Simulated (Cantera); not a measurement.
Input: 1 mol HgO, a varied amount of N2, held at 350 °C and 17.0 Pa.

These are equilibrium values from Cantera (NASA tables, ideal gas, pure condensed phases), not measurements of a reactor. Candidate condensed phases: Hg, HgO; 10 gas species. The numbers say what is thermodynamically allowed, not how fast it happens.

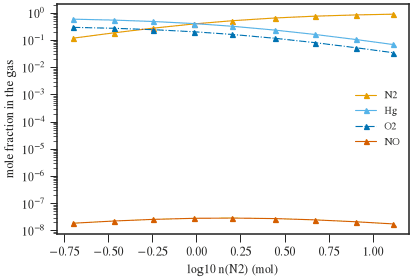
Figure: Equilibrium gas composition (values under 1e-9 drawn at 1e-9)

From 0.2 mol N2 to 13 mol N2 nothing is condensed. The main Hg-bearing gas is Hg throughout.
